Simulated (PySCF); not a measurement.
C₅H₁₁O₂PSi₂

The calculation's input:

```
{"job": {"kind": "nmr", "xc": "PBE0", "basis": "pcSseg-1"}, "charge": 0, "multiplicity": 1}
C     -3.029772    -1.633527    -1.351162
C     -2.469651    -0.810468    -0.686727
C     -1.777089     0.157225     0.130984
C     -1.334586    -0.483693     1.452139
Si    -0.284588     0.871386    -0.847882
O      0.152527     2.176862     0.155942
C      1.369832     2.411910     0.527365
O      2.342293     1.790228     0.193402
Si     1.551248    -0.523784    -1.088699
P      2.397574    -1.014577     0.935133
H     -3.534847    -2.346957    -1.930275
H     -2.482109     0.967308     0.354446
H     -0.655495    -1.316081     1.268283
H     -2.196142    -0.860404     2.001687
H     -0.821931     0.247727     2.074504
H     -0.788785     1.629161    -1.997555
H      1.431801     3.278596     1.209403
H      1.094449    -1.791646    -1.693120
H      2.554162     0.018707    -2.010233
H      3.640127    -0.464983     0.710093
H      2.832062    -2.286046     0.591798
```

Command:

```sh
OMP_NUM_THREADS=1 python probes_run.py task.json out
```

Geometry: GFN2-xTB.

These are results of PBE0/pcSseg-1, SCF density, gas phase, non-relativistic in PySCF 2.14.0, not measurements.

> Predict the electron density and electron localisation function between the atoms.

C–C (1.20 Å): ρ at the midpoint is about 2.7 e/Å³; the ELF peaks at about 0.85 between the atoms (a short, multiple covalent bond).

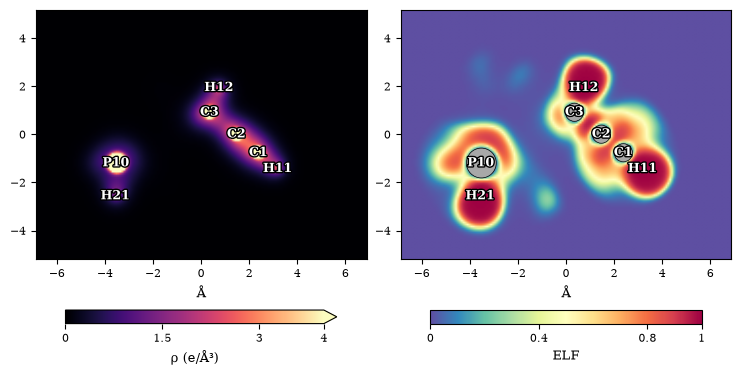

Computed electron density and electron localisation function on the plane of atoms C2, C3 and H12, in this order. Grey discs cover the atomic cores in the ELF map. 
